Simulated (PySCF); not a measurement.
## EPR calculation, with input and output: C$_{4}$H$_{6}$NSi

The run: EPR calculation of C$_{4}$H$_{6}$NSi, multiplicity 2. Method and program: UKS B3LYP, pcH-1 on C H N Si, non-relativistic, mean-field spin-orbit, GIAO (PySCF 2.14.0).

It belongs to a series of runs on one base structure; here: H removed from sp2 C.

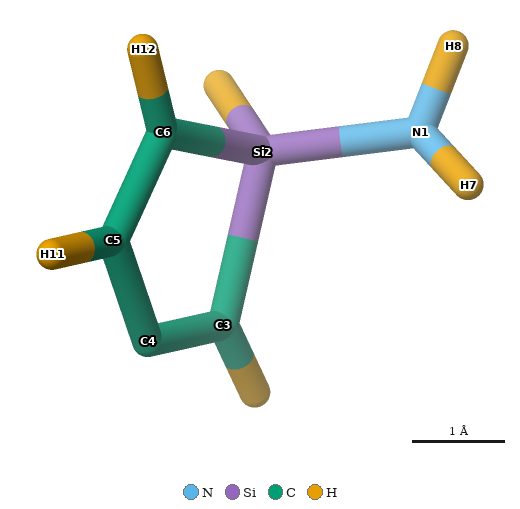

*The structure (stick view, seen at a tilt; atoms are numbered from 1 in the order of the input).*

Bond lengths as drawn: C–C 1.31 to 1.44 Å, C–H 1.07 to 1.08 Å, C–Si 1.90 to 1.94 Å, H–N 1.01 Å, H–Si 1.46 Å and N–Si 1.72 Å.

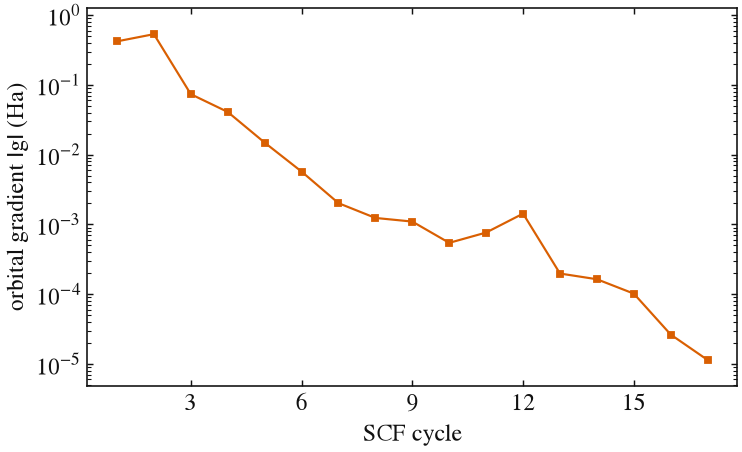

*Convergence of the self-consistent field: orbital gradient |g| against the SCF cycle.*

All cycles printed in the log are drawn one after another.

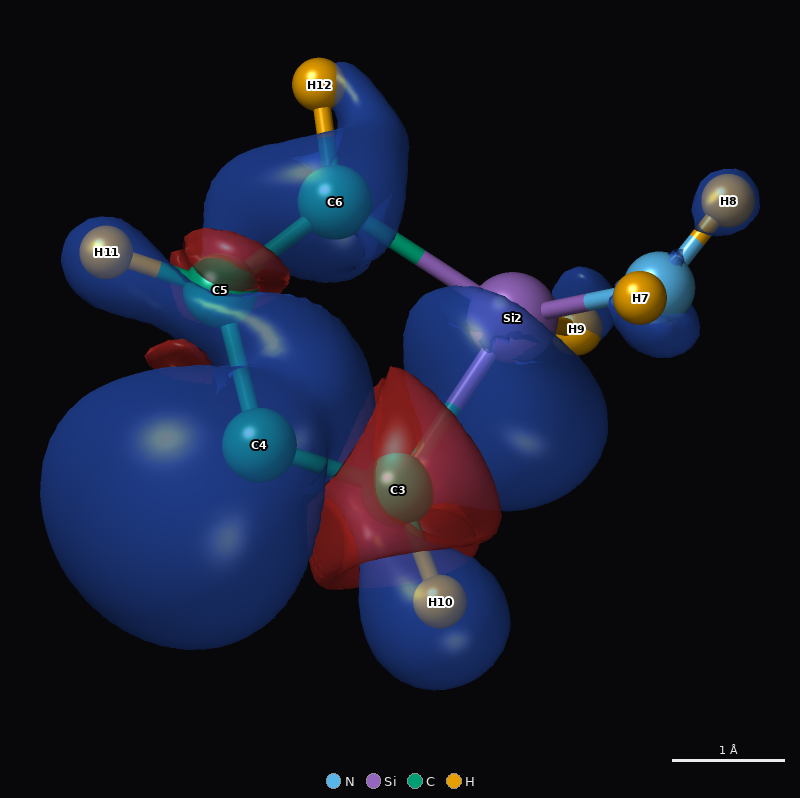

*Isosurfaces of the spin density (α minus β) at +0.005 (blue) and −0.005 e/Å³ (red), seen face on.*

The unpaired spin (1 electron) lies mostly on C4 (about 0.7), in electrons by Hirshfeld's partition.

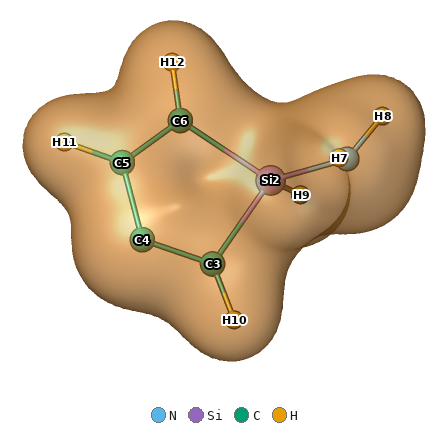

*Isosurface of the electron density at 0.1 e/Å³ (orange), seen at a tilt.*

At this value the surface is in one piece. On the grid the lowest density along these lines, outside the cores, is 2.4 e/Å³ (C–C, 1.31 Å), 0.92 e/Å³ (Si–N, 1.72 Å), 0.79 e/Å³ (C–Si, 1.90 Å) and 2.3 e/Å³ (N–H, 1.01 Å).

The input that produced these results follows, with the program's output.

## Input
```
{"job": {"kind": "epr", "basis": "pcH-1"}, "charge": 0, "multiplicity": 2}
N      2.019539     0.093015     0.660431
Si     0.665996    -0.496011    -0.230919
C     -0.764045    -0.978958     0.980937
C     -1.817114    -0.302146     0.605844
C     -1.738291     0.622569    -0.498529
C     -0.534224     0.696201    -1.088513
H      1.854556     0.718917     1.432840
H      2.837934     0.385250     0.151549
H      1.139505    -1.584855    -1.080153
H     -0.701554    -1.695740     1.776331
H     -2.603104     1.195802    -0.801901
H     -0.358000     1.345269    -1.933944
```

The first line tells a small driver script what to run in PySCF; the rest is the geometry in Å.

Run as:
```bash
OMP_NUM_THREADS=1 python <driver script> task.json out
```

## The program's output
```
UKS, coarse grid
  cycle   1  E = -500.13642911  |g| = 4.21e-01
  cycle   2  E = -500.09025933  |g| = 5.34e-01
  cycle   3  E = -500.21474909  |g| = 7.37e-02
  cycle   4  E = -500.21665891  |g| = 4.10e-02
  cycle   5  E = -500.21757253  |g| = 1.49e-02
  cycle   6  E = -500.21769545  |g| = 5.73e-03
  cycle   7  E = -500.21772961  |g| = 2.02e-03
  cycle   8  E = -500.21774302  |g| = 1.24e-03
  cycle   9  E = -500.21774862  |g| = 1.10e-03
  cycle  10  E = -500.21775155  |g| = 5.45e-04
UKS, final grid
  cycle   1  E = -500.21775570  |g| = 7.66e-04
  cycle   2  E = -500.21775522  |g| = 1.43e-03
  cycle   3  E = -500.21775635  |g| = 1.98e-04
  cycle   4  E = -500.21775648  |g| = 1.64e-04
  cycle   5  E = -500.21775665  |g| = 1.02e-04
  cycle   6  E = -500.21775666  |g| = 2.64e-05
  cycle   7  E = -500.21775666  |g| = 1.14e-05
E = -500.21775666 Eh   <S^2> = 0.7600 (exact 0.7500)
g shifts (ppm)      1          2          3
  rmc          -165       -165       -165
  gc             18         -4        -17
  oz_so        -619        -22         78
  total        -766       -192       -103
hyperfine (MHz)  atom isotope    a_iso     a_fc   dipolar eigenvalues
    0   14N       3.99       3.99     -0.38     -0.35      0.72
    1  29Si    -123.34    -123.49    -24.53     12.08     12.45
    2   13C      -9.44      -9.42    -22.72     -0.14     22.85
    3   13C     362.89     363.02    -75.63    -56.09    131.72
    4   13C      45.20      45.22    -10.86     -4.47     15.33
    5   13C      29.17      29.20     -4.94      0.74      4.20
    6    1H       0.21       0.21     -1.58     -0.62      2.21
    7    1H      10.66      10.66     -1.11     -0.73      1.85
    8    1H       8.31       8.31     -1.82     -1.12      2.94
    9    1H      81.46      81.46     -7.22     -5.20     12.42
   10    1H      21.09      21.10     -6.82     -5.29     12.11
   11    1H       5.15       5.15     -2.93     -2.16      5.09
```

## Results in brief

```json
{"quantity": "outcome", "value": "converged"}
{"quantity": "total energy", "value": "−500.217757 hartree"}
{"quantity": "⟨S²⟩", "value": "0.760"}
{"quantity": "isotropic g", "value": "2.0020"}
{"quantity": "hardware", "value": "1 CPU thread, shared host"}
{"quantity": "wall time", "value": "35 s"}
{"quantity": "peak memory", "value": "0.85 GiB"}
```
